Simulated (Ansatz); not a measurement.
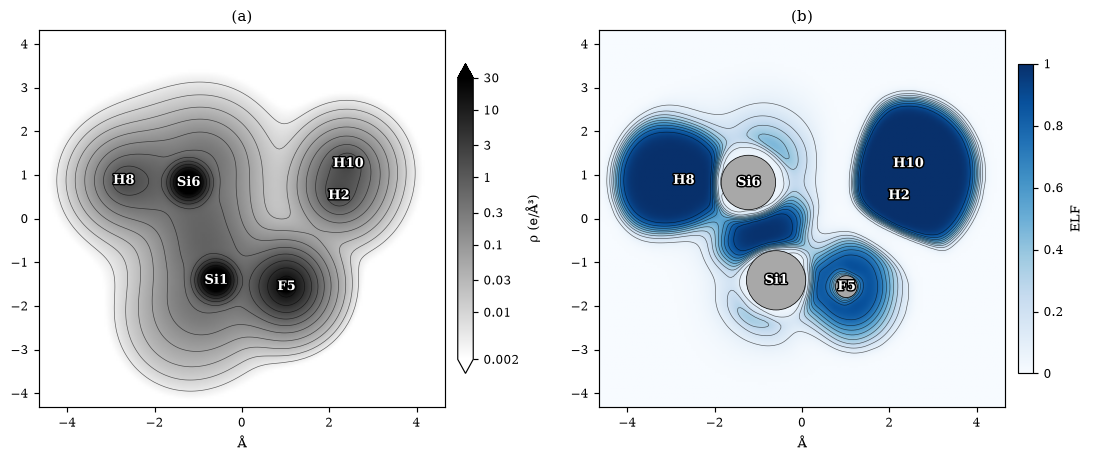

Cl2FH3Si2···H2. (a) total electron density; (b) ELF on the plane of atoms F5, Si1 and Si6. Grey discs cover the atomic cores in the ELF map.

These are results of Ansatz, RKS CAM-B3LYP/def2-SVP, not measurements.

```xyz
10

Si    0.3710    0.5542   -0.6522
H    -0.1271   -0.2458    2.6313
Cl    1.7257   -0.4104   -1.8517
Cl   -1.0994    1.3797   -1.8186
F    -0.3365   -0.5796    0.2583
Si    1.4056    2.1618    0.6781
H     2.4438    1.5080    1.5157
H     2.0335    3.1581   -0.2286
H     0.3842    2.8208    1.5321
H     0.0314    0.0102    3.3335
```

**Read the bonding off the picture.**

- Atoms in the plane: Si, H and F.
- F5···H2 (2.41 Å): the density falls to about 0.06 e/Å³ on the way; the ELF dips to about 0 between them: a non-bonded, intermolecular contact.
- Si–F (1.62 Å): ρ at the midpoint is about 1 e/Å³; the ELF peaks at about 0.85 in the valence shell of F, 0.6 Å from its nucleus, and is about 0.45 at the midpoint.
- Si–Si (2.33 Å): ρ at the midpoint is about 0.7 e/Å³; the ELF peaks at about 1 between the atoms (localised, covalent bonding).
- H–H (0.76 Å): the density is about 1.6 e/Å³ at the midpoint; the ELF peaks at about 1 between the atoms.
- Si–H (1.49 Å): the density is about 0.76 e/Å³ at the midpoint; the ELF climbs to about 1 towards the hydrogen, as it does in any bond to H.
- The ELF also peaks beside F5, away from the bonds: lone-pair regions.
